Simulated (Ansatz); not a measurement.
# ClH4NSi + HCl: a complex and its separated parts, part 1 of 3

Aim: how far the complex at one end of a reaction step lies below its separated, relaxed parts, level by level.

Computed with Ansatz 0.2.0, Gaussian basis. Level: PBE0-D4/def2-TZVP structures, single points in def2-TZVPP, no counterpoise correction.

Levels: SPW92, PBE-D4, BLYP-D4, r2SCAN-D4, B97M-V, PBE0-D4, B3LYP-D4, r2SCAN0-D4, BHLYP-D4, CAM-B3LYP-D4, wB97X-V, wB97M-V, B2PLYP, PBE-QIDH, RPA on PBE, Hartree-Fock, MP2, CCSD, CCSD(T).

Cores are frozen in the correlated methods. B3LYP uses VWN-RPA correlation. B2PLYP carries no dispersion term here.

94 further runs of the same task are left out: 94 set aside as unsound or not needed.

## 1. Where the work starts

The complex: 9 atoms, charge 0, spin multiplicity 1.

Atoms are counted from 1 here; the program's logs count them from 0.

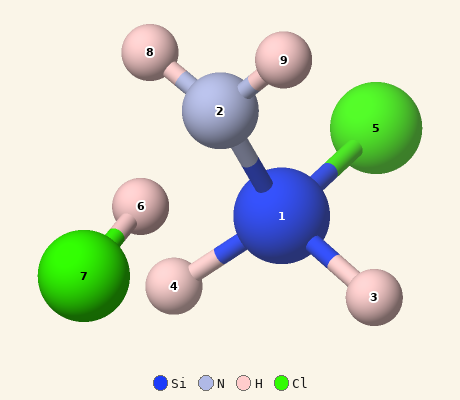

Start geometry, drawn with silicon blue, nitrogen light blue, hydrogen pink, chlorine green; atoms are numbered from 1 in the order of the file.

Coordinates:

```
Si   -0.4475    0.2016   -0.9895
N    -0.0478   -0.6474    0.4634
H    -1.1906    1.4166   -0.6031
H     0.8142    0.4776   -1.7032
Cl   -1.6518   -0.8761   -2.2642
H     1.0188    0.4694    1.4606
Cl    1.7827    1.2787    2.1683
H     0.5301   -1.4726    0.3672
H    -0.8081   -0.8478    1.1005
```

Its parts: ClH4NSi holds atoms 1, 2, 3, 4, 5, 8, 9; HCl holds atoms 6, 7. Each part counts its atoms afresh in its own runs.

## 2. Relaxing ClH4NSi alone

relax-a/in.yaml

```yaml
crystal:
  periodic: [false, false, false]
  atoms:
    - {symbol: Si, position_ang: [-0.447530, 0.201647, -0.989495]}
    - {symbol: N, position_ang: [-0.047776, -0.647371, 0.463432]}
    - {symbol: H, position_ang: [-1.190616, 1.416574, -0.603137]}
    - {symbol: H, position_ang: [0.814227, 0.477574, -1.703188]}
    - {symbol: Cl, position_ang: [-1.651839, -0.876106, -2.264218]}
    - {symbol: H, position_ang: [0.530053, -1.472563, 0.367199]}
    - {symbol: H, position_ang: [-0.808084, -0.847783, 1.100498]}
basis:
  gaussian: {orbitals: def2-TZVP}
hamiltonian: {xc: pbe0, dispersion: d4}
relax: {f_tol: 0.005, max_steps: 200}
```

On the command line:

```
> ansatz run in.yaml --threads 4 --pin off --events-out ev --progress --plain --max-ram 9574MiB
```

Output, shortened:

```text
Functional definition: PBE0
  name "PBE0"
  cite "Adamo & Barone, J. Chem. Phys. 110, 6158 (1999) doi:10.1063/1.478522"
  cite "Perdew, Burke & Ernzerhof, Phys. Rev. Lett. 77, 3865 (1996) doi:10.1103/PhysRevLett.77.3865"
  parent pbe
[...]
867 factors; their error is unknown
[...]
mean field -21949.73512582 eV, -806.6378878092 hartree, gradient 1.2e-5 eV, S^2 0.000000; 0 other end points of the search recorded, 0 dependent functions left out
[...]
reference -21949.73515395 eV, -806.6378888427 hartree; 21, 21 occupied and 108, 108 virtual orbitals, 867 factors
[...]
Total energy: -21949.86445977 eV, -806.6426407442 hartree
Atom 0 at    -0.454671     0.177647    -0.982161 Å, force    -0.000194    -0.000702     0.000131 eV/Å
Atom 1 at    -0.078609    -0.682030     0.436416 Å, force    -0.000329    -0.000232    -0.000612 eV/Å
Atom 2 at    -1.199401     1.397381    -0.604929 Å, force    -0.000203     0.000331    -0.000317 eV/Å
Atom 3 at     0.803804     0.459743    -1.704198 Å, force     0.000054     0.000243    -0.000439 eV/Å
Atom 4 at    -1.664795    -0.827198    -2.330317 Å, force     0.000651     0.000502     0.000807 eV/Å
Atom 5 at     0.570157    -1.452320     0.408224 Å, force    -0.001214     0.000541     0.000850 eV/Å
Atom 6 at    -0.778050    -0.821252     1.148056 Å, force     0.001236    -0.000683    -0.000421 eV/Å
Dipole moment:     0.157143    -0.104714     0.375694 e Å
```

Wall time 9 s (4 threads of Arm Neoverse V1, shared host).

Along the way:

```
step  energy from step 1 (eV)  largest force component (eV/Å)
   1                   0.0000                          0.7270
   2                  -0.0114                          0.3594
   3                  -0.0171                          0.1029
   4                  -0.0196                          0.1197
   5                  -0.0210                          0.0543
   6                  -0.0210                          0.0403
   7                  -0.0211                          0.0012
```

Distances of close pairs at the start and the end, largest changes first:

```
   bond  before (Å)  after (Å)  change (Å)
 Si1–N2       1.730      1.701      -0.029
Si1–Cl5       2.058      2.072      +0.013
  N2–H7       1.012      1.007      -0.004
  N2–H6       1.012      1.007      -0.004
 Si1–H3       1.476      1.478      +0.002
 Si1–H4       1.476      1.478      +0.002
```

## 3. Relaxing HCl alone

relax-b/in.yaml

```yaml
crystal:
  periodic: [false, false, false]
  atoms:
    - {symbol: H, position_ang: [1.018823, 0.469442, 1.460649]}
    - {symbol: Cl, position_ang: [1.782743, 1.278687, 2.168261]}
basis:
  gaussian: {orbitals: def2-TZVP}
hamiltonian: {xc: pbe0, dispersion: d4}
relax: {f_tol: 0.005, max_steps: 200}
```

On the command line:

```
> ansatz run in.yaml --threads 4 --pin off --events-out ev --progress --plain --max-ram 9574MiB
```

Output, shortened:

```text
Functional definition: PBE0
  name "PBE0"
  cite "Adamo & Barone, J. Chem. Phys. 110, 6158 (1999) doi:10.1063/1.478522"
  cite "Perdew, Burke & Ernzerhof, Phys. Rev. Lett. 77, 3865 (1996) doi:10.1103/PhysRevLett.77.3865"
  parent pbe
[...]
312 factors; their error is unknown
[...]
mean field -12535.29243492 eV, -460.6635002568 hartree, gradient 4.3e-5 eV, S^2 0.000000; 0 other end points of the search recorded, 0 dependent functions left out
[...]
reference -12535.31647376 eV, -460.6643836679 hartree; 9, 9 occupied and 34, 34 virtual orbitals, 312 factors
Total energy: -12535.32105163 eV, -460.6645519018 hartree
Atom 0 at     1.030392     0.481697     1.471365 Å, force    -0.000722    -0.000764    -0.000668 eV/Å
Atom 1 at     1.771174     1.266432     2.157545 Å, force     0.000722     0.000764     0.000668 eV/Å
Dipole moment:    -0.152119    -0.161144    -0.140906 e Å
```

It took 0.75 s on 4 threads of Arm Neoverse V1, shared host.

Relaxation path:

```
step  energy from step 1 (eV)  largest force component (eV/Å)
   1                   0.0000                          0.7118
   2                  -0.0203                          0.2919
   3                  -0.0240                          0.0201
   4                  -0.0240                          0.0119
   5                  -0.0240                          0.0008
```

The bond:

```
  bond  before (Å)  after (Å)  change (Å)
H1–Cl2       1.319      1.279      -0.040
```

## 4. SPW92/def2-TZVPP

parta/in.yaml

```yaml
crystal:
  periodic: [false, false, false]
  atoms:
    - {symbol: Si, position_ang: [-0.454671, 0.177647, -0.982161]}
    - {symbol: N, position_ang: [-0.078609, -0.682030, 0.436416]}
    - {symbol: H, position_ang: [-1.199401, 1.397381, -0.604929]}
    - {symbol: H, position_ang: [0.803804, 0.459743, -1.704198]}
    - {symbol: Cl, position_ang: [-1.664795, -0.827198, -2.330317]}
    - {symbol: H, position_ang: [0.570157, -1.452320, 0.408224]}
    - {symbol: H, position_ang: [-0.778050, -0.821252, 1.148056]}
basis:
  gaussian: {orbitals: def2-TZVPP}
hamiltonian: {xc: lda}
```

partb/in.yaml

```yaml
crystal:
  periodic: [false, false, false]
  atoms:
    - {symbol: H, position_ang: [1.030392, 0.481697, 1.471365]}
    - {symbol: Cl, position_ang: [1.771174, 1.266432, 2.157545]}
basis:
  gaussian: {orbitals: def2-TZVPP}
hamiltonian: {xc: lda}
```

Each run has its own folder and the same command.

On the command line:

```
> ansatz run in.yaml --threads 4 --pin off --events-out ev --progress --plain --max-ram 9574MiB
```

Log of parta, shortened:

```text
Functional definition: SPW92
  name "SPW92"
  cite "Dirac, Proc. Camb. Phil. Soc. 26, 376 (1930) doi:10.1017/S0305004100016108"
  cite "Slater, Phys. Rev. 81, 385 (1951) doi:10.1103/PhysRev.81.385"
  cite "Perdew & Wang, Phys. Rev. B 45, 13244 (1992) doi:10.1103/PhysRevB.45.13244"
[...]
973 factors; their error is unknown
[...]
mean field -21873.97489877 eV, -803.8537508172 hartree, gradient 2.9e-5 eV, S^2 0.000000; 0 other end points of the search recorded, 0 dependent functions left out
reference -21873.97493319 eV, -803.8537520819 hartree; 21, 21 occupied and 150, 150 virtual orbitals, 973 factors
Total energy: -21873.97493319 eV, -803.8537520819 hartree
```

Log of partb, shortened:

```text
Functional definition: SPW92
  name "SPW92"
  cite "Dirac, Proc. Camb. Phil. Soc. 26, 376 (1930) doi:10.1017/S0305004100016108"
  cite "Slater, Phys. Rev. 81, 385 (1951) doi:10.1103/PhysRev.81.385"
  cite "Perdew & Wang, Phys. Rev. B 45, 13244 (1992) doi:10.1103/PhysRevB.45.13244"
[...]
353 factors; their error is unknown
[...]
mean field -12498.56386887 eV, -459.3137503501 hartree, gradient 5.7e-5 eV, S^2 0.000000; 0 other end points of the search recorded, 0 dependent functions left out
reference -12498.56388828 eV, -459.3137510633 hartree; 9, 9 occupied and 47, 47 virtual orbitals, 353 factors
Total energy: -12498.56388828 eV, -459.3137510633 hartree
```

Times: 0.55 s (parta), 0.1 s (partb) on 4 threads of Arm Neoverse V1, shared host.

## 5. PBE-D4/def2-TZVPP

Each input of step 4 (parta, partb) changes in the same lines:

```diff
-hamiltonian: {xc: lda}
+hamiltonian: {xc: pbe, dispersion: d4}
```

The same command starts each run, in its folder.

On the command line:

```
> ansatz run in.yaml --threads 4 --pin off --events-out ev --progress --plain --max-ram 9574MiB
```

Log of parta, shortened:

```text
Functional definition: PBE
  name "PBE"
  cite "Perdew, Burke & Ernzerhof, Phys. Rev. Lett. 77, 3865 (1996) doi:10.1103/PhysRevLett.77.3865"
  parent pbe
[...]
973 factors; their error is unknown
[...]
mean field -21947.82488281 eV, -806.5676876733 hartree, gradient 2.2e-5 eV, S^2 0.000000; 0 other end points of the search recorded, 0 dependent functions left out
reference -21947.82491943 eV, -806.5676890190 hartree; 21, 21 occupied and 150, 150 virtual orbitals, 973 factors
Total energy: -21947.95372255 eV, -806.5724224463 hartree
```

Output in partb, shortened:

```text
Functional definition: PBE
  name "PBE"
  cite "Perdew, Burke & Ernzerhof, Phys. Rev. Lett. 77, 3865 (1996) doi:10.1103/PhysRevLett.77.3865"
  parent pbe
[...]
353 factors; their error is unknown
[...]
mean field -12534.30962260 eV, -460.6273825702 hartree, gradient 8.1e-5 eV, S^2 0.000000; 0 other end points of the search recorded, 0 dependent functions left out
reference -12534.30964350 eV, -460.6273833385 hartree; 9, 9 occupied and 47, 47 virtual orbitals, 353 factors
Total energy: -12534.31530463 eV, -460.6275913811 hartree
```

Times: 0.9 s (parta), 0.15 s (partb) on 4 threads of Arm Neoverse V1, shared host.

## 6. BLYP-D4/def2-TZVPP

The same edit goes into each in.yaml of step 5 (parta, partb):

```diff
-hamiltonian: {xc: pbe, dispersion: d4}
+hamiltonian: {xc: {name: BLYP}, dispersion: d4}
```

One command serves all of them, each in its own folder.

On the command line:

```
> ansatz run in.yaml --threads 4 --pin off --events-out ev --progress --plain --max-ram 9574MiB
```

Log of parta, shortened:

```text
Functional definition: BLYP
  name "BLYP"
  cite "Becke, Phys. Rev. A 38, 3098 (1988) doi:10.1103/PhysRevA.38.3098"
  cite "Lee, Yang & Parr, Phys. Rev. B 37, 785 (1988) doi:10.1103/PhysRevB.37.785"
[...]
973 factors; their error is unknown
[...]
mean field -21958.21747755 eV, -806.9496084854 hartree, gradient 1.6e-5 eV, S^2 0.000000; 0 other end points of the search recorded, 0 dependent functions left out
reference -21958.21779720 eV, -806.9496202327 hartree; 21, 21 occupied and 150, 150 virtual orbitals, 973 factors
Total energy: -21958.50378541 eV, -806.9601301053 hartree
```

Output in partb, shortened:

```text
Functional definition: BLYP
  name "BLYP"
  cite "Becke, Phys. Rev. A 38, 3098 (1988) doi:10.1103/PhysRevA.38.3098"
  cite "Lee, Yang & Parr, Phys. Rev. B 37, 785 (1988) doi:10.1103/PhysRevB.37.785"
[...]
353 factors; their error is unknown
[...]
mean field -12539.38859865 eV, -460.8140314977 hartree, gradient 4.5e-5 eV, S^2 0.000000; 0 other end points of the search recorded, 0 dependent functions left out
reference -12539.38880297 eV, -460.8140390063 hartree; 9, 9 occupied and 47, 47 virtual orbitals, 353 factors
Total energy: -12539.40229204 eV, -460.8145347202 hartree
```

Wall times: 0.9 s (parta), 0.15 s (partb) on 4 threads of Arm Neoverse V1, shared host.

## 7. r2SCAN-D4/def2-TZVPP

Each input of step 6 (parta, partb) changes in the same lines:

```diff
-hamiltonian: {xc: {name: BLYP}, dispersion: d4}
+hamiltonian: {xc: r2scan, dispersion: d4}
```

The same command starts each run, in its folder.

On the command line:

```
> ansatz run in.yaml --threads 4 --pin off --events-out ev --progress --plain --max-ram 9574MiB
```

parta printed, shortened:

```text
Functional definition: r2SCAN
  name "r2SCAN"
  cite "Furness, Kaplan, Ning, Perdew & Sun, J. Phys. Chem. Lett. 11, 8208 (2020) doi:10.1021/acs.jpclett.0c02405"
  cite "Furness, Kaplan, Ning, Perdew & Sun, J. Phys. Chem. Lett. 11, 9248 (2020) doi:10.1021/acs.jpclett.0c03077"
  parent r2scan
[...]
973 factors; their error is unknown
[...]
mean field -21956.65508284 eV, -806.8921915391 hartree, gradient 3.8e-5 eV, S^2 0.000000; 0 other end points of the search recorded, 0 dependent functions left out
reference -21956.65509320 eV, -806.8921919197 hartree; 21, 21 occupied and 150, 150 virtual orbitals, 973 factors
Total energy: -21956.68458757 eV, -806.8932758180 hartree
```

partb printed, shortened:

```text
Functional definition: r2SCAN
  name "r2SCAN"
  cite "Furness, Kaplan, Ning, Perdew & Sun, J. Phys. Chem. Lett. 11, 8208 (2020) doi:10.1021/acs.jpclett.0c02405"
  cite "Furness, Kaplan, Ning, Perdew & Sun, J. Phys. Chem. Lett. 11, 9248 (2020) doi:10.1021/acs.jpclett.0c03077"
  parent r2scan
[...]
353 factors; their error is unknown
[...]
mean field -12538.62224983 eV, -460.7858686978 hartree, gradient 3.2e-5 eV, S^2 0.000000; 0 other end points of the search recorded, 0 dependent functions left out
reference -12538.62225516 eV, -460.7858688937 hartree; 9, 9 occupied and 47, 47 virtual orbitals, 353 factors
Total energy: -12538.62352110 eV, -460.7859154162 hartree
```

They took 2 s (parta), 0.45 s (partb) on 4 threads of Arm Neoverse V1, shared host.

## 8. B97M-V/def2-TZVPP

The same edit goes into each in.yaml of step 7 (parta, partb):

```diff
-hamiltonian: {xc: r2scan, dispersion: d4}
+hamiltonian: {xc: {name: B97M-V}}
```

The same command starts each run, in its folder.

On the command line:

```
> ansatz run in.yaml --threads 4 --pin off --events-out ev --progress --plain --max-ram 9574MiB
```

parta printed, shortened:

```text
Functional definition: B97M-V
  name "B97M-V"
  cite "Mardirossian & Head-Gordon, J. Chem. Phys. 142, 074111 (2015) doi:10.1063/1.4907719"
  cite "Becke, J. Chem. Phys. 107, 8554 (1997) doi:10.1063/1.475007"
  cite "Vydrov & Van Voorhis, J. Chem. Phys. 133, 244103 (2010) doi:10.1063/1.3521275"
  # Of w^i u^j: cxij and so on, Table III.
[...]
  gx(w, u) = cx00 + cx01*u + cx02*u^2 + (cx10 + cx11*u)*w
[...]
  gos(w, u) = cos00 + cos01*u + cos03*u^3 + cos10*w + cos32*w^3*u^2
[...]
      + integral(e_c_pw_mod_opposite_spin*gos(b97_w_opposite, b97_u_opposite)) + vv10(b, c)
973 factors; their error is unknown
[...]
mean field -21953.53268013 eV, -806.7774453560 hartree, gradient 1.4e-5 eV, S^2 0.000000; 0 other end points of the search recorded, 0 dependent functions left out
reference -21953.53273290 eV, -806.7774472951 hartree; 21, 21 occupied and 150, 150 virtual orbitals, 973 factors
Total energy: -21953.53273290 eV, -806.7774472951 hartree
```

Log of partb, shortened:

```text
Functional definition: B97M-V
  name "B97M-V"
  cite "Mardirossian & Head-Gordon, J. Chem. Phys. 142, 074111 (2015) doi:10.1063/1.4907719"
  cite "Becke, J. Chem. Phys. 107, 8554 (1997) doi:10.1063/1.475007"
  cite "Vydrov & Van Voorhis, J. Chem. Phys. 133, 244103 (2010) doi:10.1063/1.3521275"
  # Of w^i u^j: cxij and so on, Table III.
[...]
  gx(w, u) = cx00 + cx01*u + cx02*u^2 + (cx10 + cx11*u)*w
[...]
  gos(w, u) = cos00 + cos01*u + cos03*u^3 + cos10*w + cos32*w^3*u^2
[...]
      + integral(e_c_pw_mod_opposite_spin*gos(b97_w_opposite, b97_u_opposite)) + vv10(b, c)
353 factors; their error is unknown
[...]
mean field -12536.22648837 eV, -460.6978260881 hartree, gradient 1.2e-5 eV, S^2 0.000000; 0 other end points of the search recorded, 0 dependent functions left out
reference -12536.22651650 eV, -460.6978271217 hartree; 9, 9 occupied and 47, 47 virtual orbitals, 353 factors
Total energy: -12536.22651650 eV, -460.6978271217 hartree
```

Times: 3.6 s (parta), 0.4 s (partb) on 4 threads of Arm Neoverse V1, shared host.

## 9. PBE0-D4/def2-TZVPP

Each input of step 8 (parta, partb) changes in the same lines:

```diff
-hamiltonian: {xc: {name: B97M-V}}
+hamiltonian: {xc: pbe0, dispersion: d4}
+output: {orbitals: {seedname: orbitals}}
```

The same command starts each run, in its folder.

On the command line:

```
> ansatz run in.yaml --threads 4 --pin off --events-out ev --progress --plain --max-ram 9574MiB
```

Output in parta, shortened:

```text
Functional definition: PBE0
  name "PBE0"
  cite "Adamo & Barone, J. Chem. Phys. 110, 6158 (1999) doi:10.1063/1.478522"
  cite "Perdew, Burke & Ernzerhof, Phys. Rev. Lett. 77, 3865 (1996) doi:10.1103/PhysRevLett.77.3865"
  parent pbe
[...]
1007 factors; their error is unknown
[...]
mean field -21949.81574251 eV, -806.6408504176 hartree, gradient 6.7e-5 eV, S^2 0.000000; 0 other end points of the search recorded, 0 dependent functions left out
reference -21949.81577042 eV, -806.6408514435 hartree; 21, 21 occupied and 150, 150 virtual orbitals, 1007 factors
Total energy: -21949.92375930 eV, -806.6448199615 hartree
```

Log of partb, shortened:

```text
Functional definition: PBE0
  name "PBE0"
  cite "Adamo & Barone, J. Chem. Phys. 110, 6158 (1999) doi:10.1063/1.478522"
  cite "Perdew, Burke & Ernzerhof, Phys. Rev. Lett. 77, 3865 (1996) doi:10.1103/PhysRevLett.77.3865"
  parent pbe
[...]
384 factors; their error is unknown
[...]
mean field -12535.34597653 eV, -460.6654678747 hartree, gradient 3.7e-5 eV, S^2 0.000000; 0 other end points of the search recorded, 0 dependent functions left out
reference -12535.34599217 eV, -460.6654684497 hartree; 9, 9 occupied and 47, 47 virtual orbitals, 384 factors
Total energy: -12535.35057005 eV, -460.6656366836 hartree
```

They took 1.2 s (parta), 0.15 s (partb) on 4 threads of Arm Neoverse V1, shared host.

(Continued in part 2 of 3.)
